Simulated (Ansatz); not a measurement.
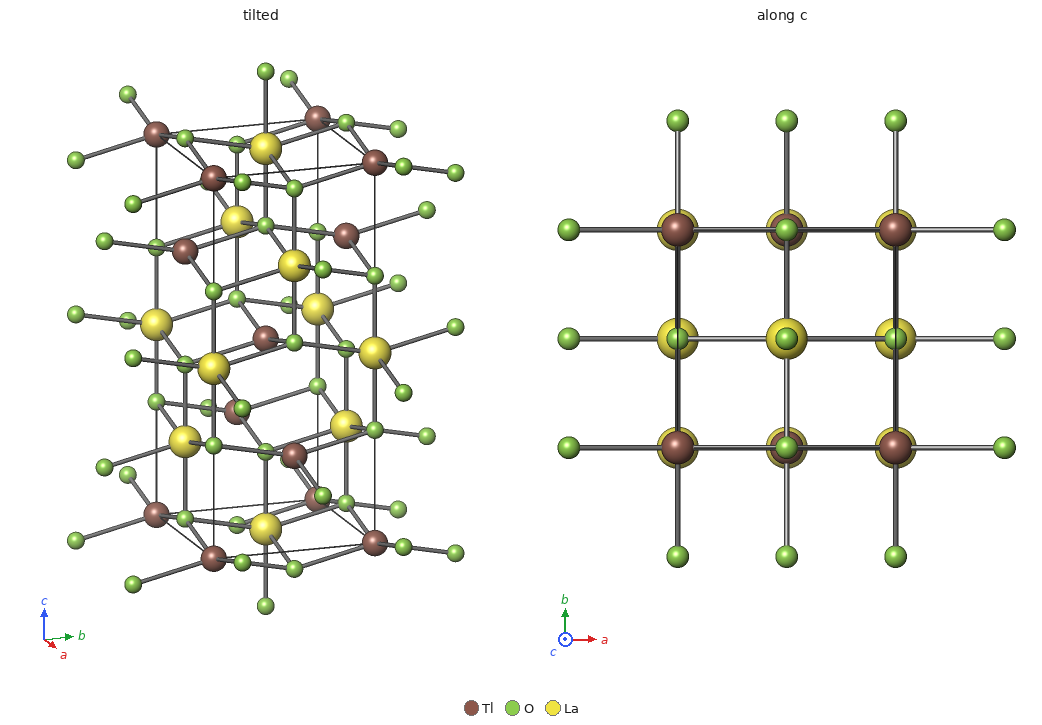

An orthographic ball-and-stick view of the structure, slightly off an axis and along the c axis. The parallelepiped is the conventional unit cell. A few atoms beyond the faces are included.

LaTlO₂, space group I4_1/amd (No. 141), a = 5.085 Å, b = 5.085 Å, c = 11.754 Å, α = 90.00°, β = 90.00°, γ = 90.00°. The structure was taken from a structure type filled with these elements by a generator (whether the compound takes this form wasn't checked). Earlier steps of the study may have refined or changed the cell and positions. A calculation with Ansatz used it as input.

This one geometry was computed with Ansatz (DFT, plane waves, PAW) at five levels of theory: HSE06, PBE, PBE with spin-orbit coupling, PBE0 and r2SCAN. It was relaxed beforehand with r2SCAN.

Q: Which level gives the highest pressure at this volume, and what does that say about its equilibrium volume?

A: Highest: PBE (1.7 GPa) and PBE with spin-orbit coupling (1.5 GPa), which points to the largest equilibrium volume. Lowest, with the smallest volume: HSE06 (-0.2 GPa), PBE0 (-0.1 GPa) and r2SCAN (0.0 GPa). Levels within 0.5 GPa of each other can't be told apart.

Q: How does the band gap change with the level of theory?

A: PBE with spin-orbit coupling: a gap of 0.81 eV, indirect; PBE: a gap of 0.90 eV, indirect; r2SCAN: a gap of 1.08 eV, indirect; HSE06: a gap of 1.52 eV, indirect; PBE0: a gap of 2.17 eV, indirect.

Q: Collect the results in a table.

A:
| level | cutoff (eV) | k-mesh of the run's cell | gap (eV) | pressure (GPa) |
| --- | --- | --- | --- | --- |
| HSE06 | 420 | 4×4×4 | 1.52 | -0.2 |
| PBE | 420 | 8×8×8 | 0.90 | 1.7 |
| PBE with spin-orbit coupling | 420 | 8×8×8 | 0.81 | 1.5 |
| PBE0 | 420 | 4×4×4 | 2.17 | -0.1 |
| r2SCAN | 500 | 8×8×8 | 1.08 | 0.0 |

Gaps are taken on the k-mesh or band path of each run.
